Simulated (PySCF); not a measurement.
# AlSiNH6O (SMILES O[SiH2][NH][AlH2]): levels of theory compared

Aim: a comparison of 6 runs (HF/3-21G, BLYP/6-31G*, M06-2X/6-31G*, M06-L/6-31G*, r2SCAN/6-31G*, revPBE/6-31G*) of AlSiNH6O. 

The results are computed with PySCF 2.14.0.

2 further runs of the same task are left out: 2 set aside as unsound or not needed. Runs told in other sessions of the task aren't counted.

## 1. The molecule

AlSiNH6O has 10 atoms, charge 0, and is taken as a singlet. SMILES: `O[SiH2][NH][AlH2]`. The N3–H8 distance was set to 1.317 Å, away from the relaxed value.

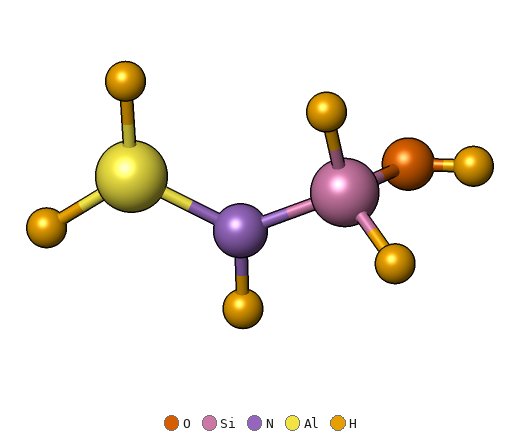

Viewed from a chosen angle; oxygen orange, silicon pink, nitrogen purple, aluminium yellow, hydrogen amber.

## 2. A single-point energy at HF/3-21G (run 1)

calc.py reads:

```python
from pyscf import gto

mol = gto.M(
    atom='''
O     -3.698670    -0.888387    -1.711517
Si    -1.353898     1.129274    -1.324313
N      1.045865    -0.299737     0.303120
Al     2.066317     0.243559     3.471623
H     -4.799247    -0.612676    -3.122387
H     -2.154386     3.340064     0.210334
H     -0.534135     1.993635    -3.878466
H      2.190948    -2.131233    -0.931635
H      0.696455     2.370257     5.056915
H      4.319060    -1.437163     4.496611
''',
    unit='bohr',
    verbose=3,
    basis='3-21g',
    spin=0,
    max_memory=1860,
)

hf = mol.RHF()
hf.conv_tol = 1e-10
hf.kernel()
if not hf.converged:
    hf = hf.newton().run(hf.mo_coeff, hf.mo_occ)

e_final = hf.e_tot
print('E(%s) = %.9f' % ('HF', e_final))
```

On the command line:

```sh
$ OMP_NUM_THREADS=1 python calc.py
```

The program printed:

```text
converged SCF energy = -660.107305087946
E(HF) = -660.107305088
```

It took 0.82 s on 1 thread of Arm Neoverse V2, shared host; peak memory 0.13 GiB.

## 3. The energy at BLYP/6-31G(d) (spherical functions) (run 2)

calc.py reads:

```python
from pyscf import gto, dft

mol = gto.Mole()
mol.atom = '''
O     -3.698670    -0.888387    -1.711517
Si    -1.353898     1.129274    -1.324313
N      1.045865    -0.299737     0.303120
Al     2.066317     0.243559     3.471623
H     -4.799247    -0.612676    -3.122387
H     -2.154386     3.340064     0.210334
H     -0.534135     1.993635    -3.878466
H      2.190948    -2.131233    -0.931635
H      0.696455     2.370257     5.056915
H      4.319060    -1.437163     4.496611
'''
mol.unit = 'bohr'
mol.spin = 0
mol.verbose = 3
mol.max_memory = 1860
mol.basis = '6-31g*'
mol.build()

mf = dft.RKS(mol)
mf.xc = 'blyp'
mf.conv_tol = 1e-10
mf.grids.level = 5
mf.kernel()
if not mf.converged:
    mf = mf.newton().run(mf.mo_coeff, mf.mo_occ)

energy = mf.e_tot
print('Final energy', energy)
```

On the command line:

```sh
$ OMP_NUM_THREADS=1 python calc.py
```

The program printed:

```text
converged SCF energy = -665.455473257844
Final energy -665.455473257844
```

It took 21 s on 1 thread of Arm Neoverse V2, shared host; peak memory 0.4 GiB.

Runs 3 to 5 aren't shown in full; the table further down has their settings and results.

## 4. A single-point energy at revPBE/6-31G(d) (spherical functions) (run 6)

run.py reads:

```python
from pyscf import gto, dft

mol = gto.M(
    atom='''
O     -3.698670    -0.888387    -1.711517
Si    -1.353898     1.129274    -1.324313
N      1.045865    -0.299737     0.303120
Al     2.066317     0.243559     3.471623
H     -4.799247    -0.612676    -3.122387
H     -2.154386     3.340064     0.210334
H     -0.534135     1.993635    -3.878466
H      2.190948    -2.131233    -0.931635
H      0.696455     2.370257     5.056915
H      4.319060    -1.437163     4.496611
''',
    charge=0,
    verbose=3,
    max_memory=1860,
    basis='6-31g*',
    spin=0,
    unit='bohr',
)

mf = dft.RKS(mol)
mf.xc = 'revpbe'
mf.conv_tol = 1e-10
mf.grids.level = 5
mf.kernel()
if not mf.converged:
    mf = mf.newton().run(mf.mo_coeff, mf.mo_occ)

etot = mf.e_tot
print('E(%s) = %.9f' % ('REVPBE', etot))
```

On the command line:

```sh
$ OMP_NUM_THREADS=1 python run.py
```

The program printed:

```text
converged SCF energy = -665.33735642001
E(REVPBE) = -665.337356420
```

Wall time 21 s (1 thread of Arm Neoverse V2, shared host); peak memory 0.4 GiB.

## 5. Overview of the runs

```tsv
run	level	integration grid	energy (Eh)	dipole moment (D)	HOMO energy (eV)	LUMO energy (eV)	wall time
1	HF/3-21G	–	-660.107305	1.74	-10.83	1.99	0.82 s
2	BLYP/6-31G* (spherical functions)	5	-665.455473	1.68	-6.21	-1.37	21 s
3	M06-2X/6-31G* (spherical functions)	5	-665.398974	1.60	-9.03	-0.16	34 s
4	M06-L/6-31G* (spherical functions)	5	-665.485155	1.55	-6.55	-0.97	36 s
5	r2SCAN/6-31G* (spherical functions)	5	-665.378071	1.66	-6.68	-1.14	37 s
6	revPBE/6-31G* (spherical functions)	5	-665.337356	1.66	-6.33	-1.42	21 s
```

## 6. What came out

| quantity | value |
| --- | --- |
| run 6: total energy | -665.33736 Eh |
| run 6: dipole moment | 1.66 D |
| run 6: HOMO energy | -6.33 eV |
| run 6: LUMO energy | -1.42 eV |
| run 6: HOMO–LUMO gap | 4.91 eV |

**Reading.** The dipole moment (its size) runs from 1.55 D (M06-L/6-31G*) to 1.74 D (HF/3-21G). The two ends differ in method and basis. The HOMO–LUMO gap runs from 4.85 eV (BLYP/6-31G*) to 12.82 eV (HF/3-21G). Totals of different functionals can't be ranked against each other. All runs together took 2.5 min, the longest 37 s.
